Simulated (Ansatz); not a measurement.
**SiGe: a line through a two-coordinate scan**

How does the energy of SiGe (P6_3mc, No. 186; 4 atoms in the cell) vary with volume per atom at fixed shape, at shift of Ge3 along [0 0 1] = 0.00 Å?

Computed with Ansatz 0.2.0 (DFT LDA, scalar-relativistic, plane waves, PAW, unless a step's input says otherwise).

17 further runs of the same task are left out: 17 set aside as unsound or not needed.

## (1) The starting structure

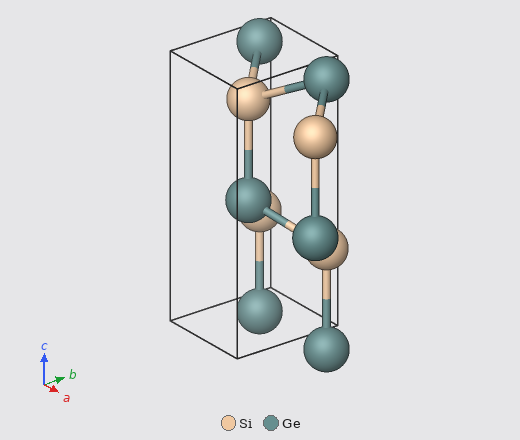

The starting structure, seen slightly off an axis (silicon light orange, germanium teal). 2×1×1 cells are drawn. Atoms on the faces are drawn again on the opposite ones.

As a file:

```
Si Ge
1.0
     3.86949    0.00000    0.00000
    -1.93475    3.35108    0.00000
     0.00000    0.00000    6.39475
Si Ge
2 2
Cartesian
  1.9347 1.1170 5.5922
  0.0000 2.2341 2.3949
  1.9347 1.1170 3.2005
  0.0000 2.2341 0.0032
```

It goes back to an entry of the Materials Project, which need not be the stable form.

It is the result of an earlier relaxation at this level (volume 20.73 Å³/atom; gap on the mesh: 0.32 eV).

## (2) Plan of the line

Atoms count from 1 in the order of the input.

The energy is mapped over a free internal coordinate and the cell.

First coordinate, shift of Ge3 along [0 0 1], its symmetry partners moved as symmetry demands (measured in the relaxed cell): 7 values from −0.15 Å. Second coordinate, volume per atom at fixed shape: 7 values from 19.07 to 22.39 Å³.

Nothing else is relaxed (all other coordinates fixed). Energies count from the relaxed crystal. Points are written as (first, second).

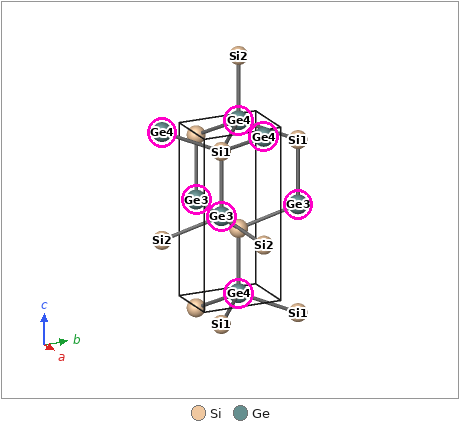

The geometry at (0.00 Å, 19.07 Å³). Rings mark the moved atoms.

## (3) The run at (0.00 Å, 19.07 Å³)

File input.yaml:

```yaml
crystal:
  lattice:
    - [3.7634436583, 0.0, 0.0]
    - [-1.8817218292, 3.2592378138, 0.0]
    - [0.0, 0.0, 6.2194898057]
  atoms:
    - { symbol: Si, position: [0.6666666667, 0.3333333333, 0.8745031008] }
    - { symbol: Si, position: [0.3333333333, 0.6666666667, 0.3745031008] }
    - { symbol: Ge, position: [0.6666666667, 0.3333333333, 0.5004958992] }
    - { symbol: Ge, position: [0.3333333333, 0.6666666667, 0.0004958992] }
basis:
  ecutwfc: 420
kpoints:
  mp_grid: { grid: [12, 12, 6] }
hamiltonian:
  xc: lda
  pseudopotentials: { kind: paw, azcp: { folder: soft_1 } }
scf:
  occupations: { method: gaussian, width: 0.03 }
output:
  forces: true
  stress: true
  eigenvalues: true
  write_density: true
  write_potential: true
  elf: true
  volumetric_format: npy
```

Run with:

```bash
ansatz run input.yaml --threads 1 --pin off --max-ram 2048MiB --backend cpu --events-out ev --progress --plain --runs-dir out
```

The program printed (excerpt; [...] marks lines left out):

```text
Warning: <dir> the record states the generating functional pbe (its physics header spells it `PBE`), which answers neither for hamiltonian.xc's functional nor for the lda family's — results may be inconsistent (PPs are generated against a specific XC)
[...]
Warning: RAYON_NUM_THREADS=1 ignored (pool sized by the plan → 1); use --threads N
[...]
Pseudopotentials: kind: paw
Pseudopotential: Si, paw, valence charge 4, recommended cutoff 420 eV (normal), <dir>
Pseudopotential: Ge, paw, valence charge 14, recommended cutoff 420 eV (normal), <dir>
Functional definition: SPW92
[...]
Crystal: 4 atoms, lattice volume = 76.288 Å³
Basis set: ecut = 420 eV, 1521 PW (Γ)
Bands: 22, of which v1, the nominal top of the filled ones, is band 18 counted from 1 (17 counted from 0)
Symmetry: 12 space group operations
Space group: P63mc (ITA 186), of the structure as read, at distance tolerance 4.2e-5 Å
k-points: 76 of 864 (time reversal used)
[...]
SCF iter   1: F=—  HF=-9648.958972 eV  |F-HF|=—  |Δ(HF+E_count)|=         —  Δρ=4.66e-2  dr2=1.51e0  ethr=3.10e-3  ⟨swp⟩=7.1  Hψ=9077  notcnv=0
[...]
SCF iter   8: F=-9648.495472 eV  HF=-9648.495472 eV  |F-HF|=4.73e-11  |Δ(HF+E_count)|=   6.25e-8  Δρ=1.24e-6  dr2=1.17e-9  ethr=2.01e-10  ⟨swp⟩=6.1  Hψ=9574  notcnv=0
[...]
SCF converged after 8 iterations
Free energy (F): -9648.495472 eV
[...]
E sigma→0 (E₀):  -9648.495472 eV
Entropy (-TS):   -0.000000 eV (-0.000 meV/atom)
Fermi energy:    8.942082 eV
[...]
--- Forces (eV/Å), atoms counted from 1 ---
  atom   1  Si     0.00000000     0.00000000    -0.04009220
  atom   2  Si    -0.00000000    -0.00000000    -0.04009220
  atom   3  Ge     0.00000000     0.00000000     0.04009471
  atom   4  Ge    -0.00000000    -0.00000000     0.04009471
[...]
--- Stress (GPa, compression-positive) ---
        8.529189      -0.000000       0.000000
       -0.000000       8.529189       0.000000
        0.000000       0.000000       8.620231
  P = ⅓ Tr σ = 8.5595 GPa (85.595 kbar)
--- Band table (eV; the first three rows and the last of 76) ---
  k-point 0: bands = ["-15.9914", "-15.9913", "-15.9873", "-15.9873", "-15.9833", "-15.9833", "-15.9527", "-15.9527", "-15.9466", "-15.9466", "-4.6765", "-2.2571", "0.7623", "7.0971", "7.0971", "8.4850", "8.8571", "8.8571", "9.5282", "10.8500", "10.8500", "10.9876"]
[...]
```

It took 38 s on 1 thread of Arm Neoverse N1, shared host; peak memory 0.39 GiB.

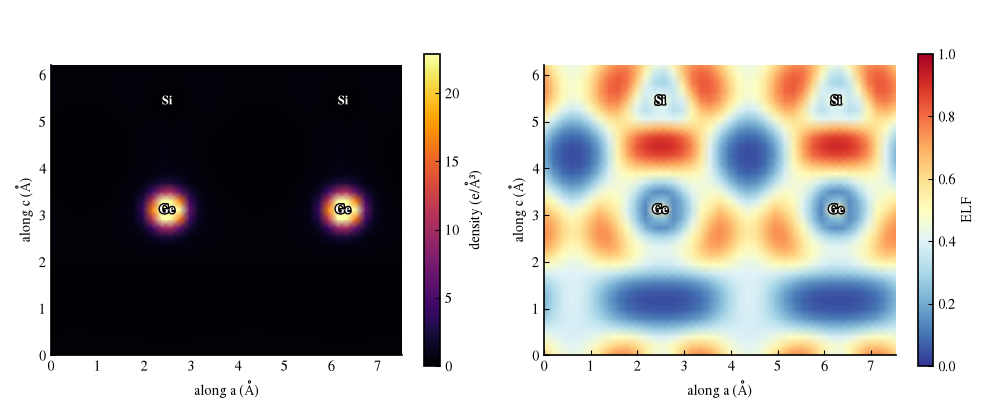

Density (left) and ELF (right) in a lattice plane of the grid's cell (edges 3.76 and 6.22 Å, at 0.333 of the third edge), which holds Si and Ge. Only atoms in the plane are labelled; the density scale stops at 22.86 e/Å³. Both are smooth fields of the valence electrons: close to the nuclei they are not physical.

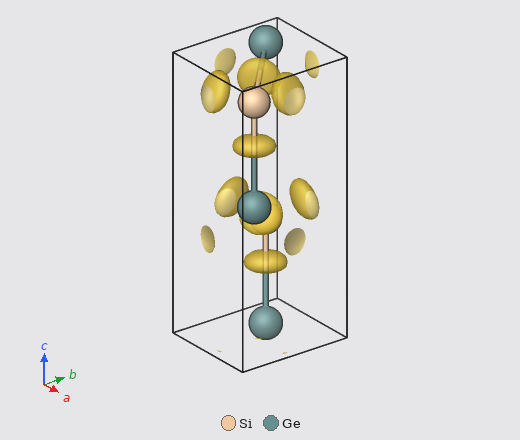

Surface of ELF = 0.85, drawn in one cell.

The highest ELF values outside the cores: 0.92 on the Si–Ge line, 1.0 Å from Si.

Energy on the map's scale: 41 meV/atom.

## (4) Point (0.00 Å, 19.62 Å³)

Changes to input.yaml since step 3:

```diff
@@ -2,5 +2,5 @@
   lattice:
-    - [3.7634436583, 0.0, 0.0]
-    - [-1.8817218292, 3.2592378138, 0.0]
-    - [0.0, 0.0, 6.2194898057]
+    - [3.7994718203, 0.0, 0.0]
+    - [-1.8997359102, 3.2904391174, 0.0]
+    - [0.0, 0.0, 6.2790301647]
   atoms:
@@ -23,5 +23 @@
   eigenvalues: true
-  write_density: true
-  write_potential: true
-  elf: true
-  volumetric_format: npy
```

Run with:

```bash
ansatz run input.yaml --threads 1 --pin off --max-ram 2048MiB --backend cpu --events-out ev --progress --plain --runs-dir out
```

The program printed (excerpt; [...] marks lines left out):

```text
[...]
SCF converged after 8 iterations
Free energy (F): -9648.590512 eV
[...]
E sigma→0 (E₀):  -9648.590512 eV
Fermi energy:    8.583144 eV
[...]
--- Forces (eV/Å), atoms counted from 1 ---
  atom   1  Si    -0.00000000    -0.00000000    -0.02544334
  atom   2  Si    -0.00000000     0.00000000    -0.02544334
  atom   3  Ge     0.00000000    -0.00000000     0.02544489
  atom   4  Ge    -0.00000000     0.00000000     0.02544489
[...]
--- Stress (GPa, compression-positive) ---
        5.270024      -0.000000       0.000000
       -0.000000       5.270024      -0.000000
        0.000000      -0.000000       5.325745
  P = ⅓ Tr σ = 5.2886 GPa (52.886 kbar)
--- Band table (eV; the first three rows and the last of 76) ---
  k-point 0: bands = ["-16.3322", "-16.3321", "-16.3283", "-16.3283", "-16.3247", "-16.3247", "-16.2967", "-16.2967", "-16.2913", "-16.2913", "-4.8232", "-2.4807", "0.5462", "6.7635", "6.7635", "8.1146", "8.4710", "8.4710", "9.0588", "10.4505", "10.4803", "10.4803"]
[...]
```

Run time: 24 s. Hardware: 1 thread of Arm Neoverse N1, shared host; peak memory 0.35 GiB.

Energy on the map's scale: 17 meV/atom.

## (5) Grid point (0.00 Å, 20.18 Å³)

Changes to input.yaml since step 4:

```diff
@@ -2,5 +2,5 @@
   lattice:
-    - [3.7994718203, 0.0, 0.0]
-    - [-1.8997359102, 3.2904391174, 0.0]
-    - [0.0, 0.0, 6.2790301647]
+    - [3.8347660222, 0.0, 0.0]
+    - [-1.9173830111, 3.3210047928, 0.0]
+    - [0.0, 0.0, 6.3373575767]
   atoms:
```

Run with:

```bash
ansatz run input.yaml --threads 1 --pin off --max-ram 2048MiB --backend cpu --events-out ev --progress --plain --runs-dir out
```

The program printed (excerpt; [...] marks lines left out):

```text
Warning: <dir> the record states the generating functional pbe (its physics header spells it `PBE`), which answers neither for hamiltonian.xc's functional nor for the lda family's — results may be inconsistent (PPs are generated against a specific XC)
[...]
Warning: RAYON_NUM_THREADS=1 ignored (pool sized by the plan → 1); use --threads N
[...]
[... 4 set-up lines as earlier in the session ...]
[...]
Crystal: 4 atoms, lattice volume = 80.708 Å³
Basis set: ecut = 420 eV, 1581 PW (Γ)
Bands: 22, of which v1, the nominal top of the filled ones, is band 18 counted from 1 (17 counted from 0)
[... 1 set-up line as earlier in the session ...]
Space group: P63mc (ITA 186), of the structure as read, at distance tolerance 4.3e-5 Å
k-points: 76 of 864 (time reversal used)
[...]
SCF iter   1: F=—  HF=-9649.054527 eV  |F-HF|=—  |Δ(HF+E_count)|=         —  Δρ=4.34e-2  dr2=1.38e0  ethr=3.10e-3  ⟨swp⟩=7.1  Hψ=8925  notcnv=0
[...]
SCF iter   8: F=-9648.643472 eV  HF=-9648.643472 eV  |F-HF|=9.51e-10  |Δ(HF+E_count)|=   6.87e-8  Δρ=1.23e-6  dr2=1.37e-9  ethr=2.03e-10  ⟨swp⟩=1.6  Hψ=5327  notcnv=0
[...]
SCF converged after 8 iterations
Free energy (F): -9648.643472 eV
[...]
E sigma→0 (E₀):  -9648.643472 eV
Fermi energy:    8.243473 eV
[...]
--- Forces (eV/Å), atoms counted from 1 ---
  atom   1  Si    -0.00000000     0.00000000    -0.01225295
  atom   2  Si     0.00000000    -0.00000000    -0.01225295
  atom   3  Ge    -0.00000000     0.00000000     0.01225420
  atom   4  Ge     0.00000000    -0.00000000     0.01225420
[...]
--- Stress (GPa, compression-positive) ---
        2.455823       0.000000       0.000000
       -0.000000       2.455823      -0.000000
        0.000000      -0.000000       2.484160
  P = ⅓ Tr σ = 2.4653 GPa (24.653 kbar)
--- Band table (eV; the first three rows and the last of 76) ---
  k-point 0: bands = ["-16.6573", "-16.6573", "-16.6537", "-16.6537", "-16.6504", "-16.6504", "-16.6247", "-16.6247", "-16.6199", "-16.6199", "-4.9617", "-2.6917", "0.3401", "6.4489", "6.4489", "7.7648", "8.1066", "8.1066", "8.6144", "9.8897", "10.1299", "10.1299"]
[...]
```

Wall time 26 s (1 thread of Arm Neoverse N1, shared host); peak memory 0.35 GiB.

That is 4.2 meV/atom from the zero.

## (6) Grid point (0.00 Å, 21.28 Å³)

Changes to input.yaml since step 5:

```diff
@@ -2,5 +2,5 @@
   lattice:
-    - [3.8347660222, 0.0, 0.0]
-    - [-1.9173830111, 3.3210047928, 0.0]
-    - [0.0, 0.0, 6.3373575767]
+    - [3.9035908171, 0.0, 0.0]
+    - [-1.9517954085, 3.3806088136, 0.0]
+    - [0.0, 0.0, 6.4510978499]
   atoms:
```

Run with:

```bash
ansatz run input.yaml --threads 1 --pin off --max-ram 2048MiB --backend cpu --events-out ev --progress --plain --runs-dir out
```

The program printed (excerpt; [...] marks lines left out):

```text
[...]
SCF converged after 8 iterations
Free energy (F): -9648.645584 eV
[...]
E sigma→0 (E₀):  -9648.645584 eV
Fermi energy:    7.610327 eV
[...]
--- Forces (eV/Å), atoms counted from 1 ---
  atom   1  Si    -0.00000000     0.00000000     0.01039909
  atom   2  Si     0.00000000     0.00000000     0.01039909
  atom   3  Ge     0.00000000     0.00000000    -0.01039549
  atom   4  Ge    -0.00000000    -0.00000000    -0.01039549
[...]
--- Stress (GPa, compression-positive) ---
       -2.085881       0.000000      -0.000000
        0.000000      -2.085881       0.000000
       -0.000000       0.000000      -2.094092
  P = ⅓ Tr σ = -2.0886 GPa (-20.886 kbar)
--- Band table (eV; the first three rows and the last of 76) ---
  k-point 0: bands = ["-17.2674", "-17.2673", "-17.2641", "-17.2641", "-17.2613", "-17.2613", "-17.2397", "-17.2397", "-17.2359", "-17.2359", "-5.2177", "-3.0818", "-0.0474", "5.8682", "5.8682", "7.1188", "7.4335", "7.4335", "7.7903", "8.7544", "9.4786", "9.4786"]
[...]
```

Wall time 23 s (1 thread of Arm Neoverse N1, shared host); peak memory 0.36 GiB.

On the map this point reads 3.7 meV/atom.

## (7) Grid point (0.00 Å, 21.84 Å³)

Changes to input.yaml since step 6:

```diff
@@ -2,5 +2,5 @@
   lattice:
-    - [3.9035908171, 0.0, 0.0]
-    - [-1.9517954085, 3.3806088136, 0.0]
-    - [0.0, 0.0, 6.4510978499]
+    - [3.9371113814, 0.0, 0.0]
+    - [-1.9685556907, 3.4096384739, 0.0]
+    - [0.0, 0.0, 6.5064941378]
   atoms:
```

Run with:

```bash
ansatz run input.yaml --threads 1 --pin off --max-ram 2048MiB --backend cpu --events-out ev --progress --plain --runs-dir out
```

The program printed (excerpt; [...] marks lines left out):

```text
Warning: <dir> the record states the generating functional pbe (its physics header spells it `PBE`), which answers neither for hamiltonian.xc's functional nor for the lda family's — results may be inconsistent (PPs are generated against a specific XC)
[...]
Warning: RAYON_NUM_THREADS=1 ignored (pool sized by the plan → 1); use --threads N
[...]
[... 4 set-up lines as earlier in the session ...]
[...]
Crystal: 4 atoms, lattice volume = 87.344 Å³
Basis set: ecut = 420 eV, 1761 PW (Γ)
Bands: 22, of which v1, the nominal top of the filled ones, is band 18 counted from 1 (17 counted from 0)
[... 1 set-up line as earlier in the session ...]
Space group: P63mc (ITA 186), of the structure as read, at distance tolerance 4.4e-5 Å
k-points: 76 of 864 (time reversal used)
[...]
SCF iter   1: F=—  HF=-9648.947173 eV  |F-HF|=—  |Δ(HF+E_count)|=         —  Δρ=3.91e-2  dr2=1.22e0  ethr=3.10e-3  ⟨swp⟩=6.9  Hψ=8724  notcnv=0
[...]
SCF iter   8: F=-9648.603884 eV  HF=-9648.603884 eV  |F-HF|=5.82e-11  |Δ(HF+E_count)|=   3.37e-7  Δρ=2.44e-6  dr2=5.96e-9  ethr=2.78e-10  ⟨swp⟩=5.6  Hψ=6798  notcnv=0
[...]
SCF converged after 8 iterations
Free energy (F): -9648.603884 eV
[...]
E sigma→0 (E₀):  -9648.603884 eV
Fermi energy:    7.266614 eV
[...]
--- Forces (eV/Å), atoms counted from 1 ---
  atom   1  Si    -0.00000000     0.00000000     0.02006089
  atom   2  Si     0.00000000    -0.00000000     0.02006089
  atom   3  Ge    -0.00000000     0.00000000    -0.02005711
  atom   4  Ge    -0.00000000    -0.00000000    -0.02005711
[...]
--- Stress (GPa, compression-positive) ---
       -3.900295       0.000000       0.000000
        0.000000      -3.900295       0.000000
        0.000000       0.000000      -3.919546
  P = ⅓ Tr σ = -3.9067 GPa (-39.067 kbar)
--- Band table (eV; the first three rows and the last of 76) ---
  k-point 0: bands = ["-17.5533", "-17.5532", "-17.5501", "-17.5501", "-17.5476", "-17.5476", "-17.5277", "-17.5277", "-17.5244", "-17.5244", "-5.3360", "-3.2622", "-0.2297", "5.6001", "5.6001", "6.8204", "7.1226", "7.1226", "7.4085", "8.2053", "9.1758", "9.1758"]
[...]
```

Wall time 24 s (1 thread of Arm Neoverse N1, shared host); peak memory 0.36 GiB.

Energy on the map's scale: 14 meV/atom.

## (8) Point (0.00 Å, 22.39 Å³)

Changes to input.yaml since step 7:

```diff
@@ -2,5 +2,5 @@
   lattice:
-    - [3.9371113814, 0.0, 0.0]
-    - [-1.9685556907, 3.4096384739, 0.0]
-    - [0.0, 0.0, 6.5064941378]
+    - [3.970070675, 0.0, 0.0]
+    - [-1.9850353375, 3.4381820594, 0.0]
+    - [0.0, 0.0, 6.5609628661]
   atoms:
```

Run with:

```bash
ansatz run input.yaml --threads 1 --pin off --max-ram 2048MiB --backend cpu --events-out ev --progress --plain --runs-dir out
```

The program printed (excerpt; [...] marks lines left out):

```text
Warning: <dir> the record states the generating functional pbe (its physics header spells it `PBE`), which answers neither for hamiltonian.xc's functional nor for the lda family's — results may be inconsistent (PPs are generated against a specific XC)
[...]
Warning: RAYON_NUM_THREADS=1 ignored (pool sized by the plan → 1); use --threads N
[...]
[... 4 set-up lines as earlier in the session ...]
[...]
Crystal: 4 atoms, lattice volume = 89.556 Å³
Basis set: ecut = 420 eV, 1761 PW (Γ)
Bands: 22, of which v1, the nominal top of the filled ones, is band 18 counted from 1 (17 counted from 0)
[... 1 set-up line as earlier in the session ...]
Space group: P63mc (ITA 186), of the structure as read, at distance tolerance 4.5e-5 Å
k-points: 76 of 864 (time reversal used)
[...]
SCF iter   1: F=—  HF=-9648.862546 eV  |F-HF|=—  |Δ(HF+E_count)|=         —  Δρ=3.78e-2  dr2=1.17e0  ethr=3.10e-3  ⟨swp⟩=7.0  Hψ=8715  notcnv=0
[...]
SCF iter   8: F=-9648.538879 eV  HF=-9648.538879 eV  |F-HF|=6.44e-10  |Δ(HF+E_count)|=   3.31e-7  Δρ=2.47e-6  dr2=6.73e-9  ethr=2.78e-10  ⟨swp⟩=5.6  Hψ=6790  notcnv=0
[...]
SCF converged after 8 iterations
Free energy (F): -9648.538879 eV
[...]
E sigma→0 (E₀):  -9648.538879 eV
Fermi energy:    6.937634 eV
[...]
--- Forces (eV/Å), atoms counted from 1 ---
  atom   1  Si     0.00000000     0.00000000     0.02874122
  atom   2  Si    -0.00000000    -0.00000000     0.02874122
  atom   3  Ge     0.00000000     0.00000000    -0.02873927
  atom   4  Ge     0.00000000    -0.00000000    -0.02873927
[...]
--- Stress (GPa, compression-positive) ---
       -5.461681       0.000000       0.000000
        0.000000      -5.461681       0.000000
        0.000000       0.000000      -5.488227
  P = ⅓ Tr σ = -5.4705 GPa (-54.705 kbar)
--- Band table (eV; the first three rows and the last of 76) ---
  k-point 0: bands = ["-17.8273", "-17.8272", "-17.8243", "-17.8243", "-17.8220", "-17.8220", "-17.8037", "-17.8037", "-17.8007", "-17.8007", "-5.4486", "-3.4338", "-0.4052", "5.3455", "5.3455", "6.5367", "6.8273", "6.8273", "7.0453", "7.6756", "8.8869", "8.8869"]
[...]
```

It took 23 s on 1 thread of Arm Neoverse N1, shared host; peak memory 0.36 GiB.

On the map this point reads 30 meV/atom.

## (9) Changed: mp_grid.grid [10, 10, 5], occupations.method methfessel_paxton, occupations.width 0.05, n_extra_bands 16

Changes to input.yaml since step 8:

```diff
@@ -13,3 +13,3 @@
 kpoints:
-  mp_grid: { grid: [12, 12, 6] }
+  mp_grid: { grid: [10, 10, 5] }
 hamiltonian:
@@ -18,6 +18,7 @@
 scf:
-  occupations: { method: gaussian, width: 0.03 }
+  occupations: { method: methfessel_paxton, width: 0.05 }
+  n_extra_bands: 16
 output:
   forces: true
+  eigenvalues: true
   stress: true
-  eigenvalues: true
```

Run with:

```bash
ansatz run input.yaml --threads 1 --pin off --max-ram 2048MiB --backend cpu --events-out ev --progress --plain --runs-dir out
```

The program printed (excerpt; [...] marks lines left out):

```text
Warning: <dir> the record states the generating functional pbe (its physics header spells it `PBE`), which answers neither for hamiltonian.xc's functional nor for the lda family's — results may be inconsistent (PPs are generated against a specific XC)
[...]
Warning: RAYON_NUM_THREADS=1 ignored (pool sized by the plan → 1); use --threads N
scf.n_extra_bands = 16 over 18 filled bands (N_el = 36.0): the run solves 34 bands
[...]
[... 4 set-up lines as earlier in the session ...]
[...]
Crystal: 4 atoms, lattice volume = 89.556 Å³
Basis set: ecut = 420 eV, 1761 PW (Γ)
Bands: 34, of which v1, the nominal top of the filled ones, is band 18 counted from 1 (17 counted from 0)
[... 2 set-up lines as earlier in the session ...]
k-points: 42 of 500 (time reversal used)
[...]
SCF converged after 7 iterations
Stability not checked: this state was not tested for a lower state beside it, because cold or Methfessel-Paxton smearing, or corrected tetrahedra, fill the levels in a way that the test cannot read (fill_not_monotonic; see scf.lower_state_search)
Free energy (F): -9648.537312 eV
[...]
E sigma→0 (E₀):  -9648.537313 eV
Entropy (-TS):   0.000006 eV (0.001 meV/atom)
Fermi energy:    6.941118 eV
Step filling:    the computed levels leave a gap of 0.2177 eV = 4.4 smearing widths at the electron count; against every level under it full and every level over it empty, smearing changes F+E_penalty+E_count by +5.78e-4 meV and its σ→0 estimate by -8.87e-4 meV
[...]
--- Forces (eV/Å), atoms counted from 1 ---
  atom   1  Si    -0.00000000     0.00000000     0.02825054
  atom   2  Si     0.00000000    -0.00000000     0.02825054
  atom   3  Ge     0.00000000     0.00000000    -0.02825722
  atom   4  Ge     0.00000000    -0.00000000    -0.02825722
[...]
--- Stress (GPa, compression-positive) ---
       -5.464061       0.000000       0.000000
        0.000000      -5.464061       0.000000
        0.000000       0.000000      -5.497670
  P = ⅓ Tr σ = -5.4753 GPa (-54.753 kbar)
--- Band table (eV; the first three rows and the last of 42) ---
[...]
```

Run time: 18 s. Hardware: 1 thread of Arm Neoverse N1, shared host; peak memory 0.34 GiB.

```tsv
run	ending	energy change	pressure (GPa)	gap (eV)	force (eV/Å)	cycles	time
step 8	converged	0	-5.5	0.22	0.03	8	23 s
variant	converged	+0.4 meV/atom (σ→0)	-5.5	0.22	0.03	7	18 s
```

Changing the k-point mesh, smearing and band count leaves the energy as it was (+0.4 meV/atom).

## (10) What came out

| volume per atom at fixed shape (Å³) | step | energy (meV/atom) | slope (meV/atom per Å³) | pressure (GPa) | band gap on the k-mesh (eV) | largest force on an atom (eV/Å) |
| --- | --- | --- | --- | --- | --- | --- |
| 19.07 | 3 | 41 | −53 | 8.6 | 0.172 | 0.040 |
| 19.62 | 4 | 17 | −33 | 5.3 | 0.226 | 0.025 |
| 20.18 | 5 | 4.2 | −15 | 2.5 | 0.275 | 0.012 |
| 20.73 | – | 0 | 0 | 0.0 | 0.320 | 0.000 |
| 21.28 | 6 | 3.7 | 13 | −2.1 | 0.357 | 0.010 |
| 21.84 | 7 | 14 | 24 | −3.9 | 0.286 | 0.020 |
| 22.39 | 8 | 30 | 34 | −5.5 | 0.218 | 0.029 |

Energies count from the relaxed crystal. Rows without a step come from runs not printed here or follow by symmetry. Slopes come from the forces (and the stress, where the cell changes), not from differences of energies.

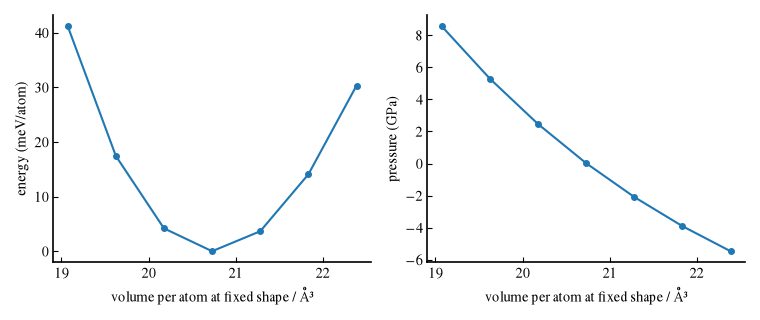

Energy and pressure along the line.

```tsv
run	outcome
step 9, run with mp_grid.grid [10, 10, 5], occupations.method methfessel_paxton, occupations.width 0.05, n_extra_bands 16 (against step 8)	+0.4 meV/atom
```

**Reading.** The lowest point of the line is at 20.73 Å³, 0 meV/atom from the zero. Energies and slopes round the minimum, fitted together, put the minimum at 20.736 Å³, with a curvature of about 26 meV/atom per (Å³)². V·d²E/dV² there is about 85 GPa, a bulk modulus under this line's constraint. The highest point computed, at 19.07 Å³, lies 41 meV/atom above the lowest. This is one cut through a surface in two coordinates; it holds the lowest point sampled, which need not be a minimum. A rigid map gives upper bounds: relaxing the other coordinates can only lower a point. The gap on the mesh closes on part of the grid.

These are semilocal Kohn-Sham gaps, which aren't the measured quantity. Such gaps usually fall short of the measured ones.
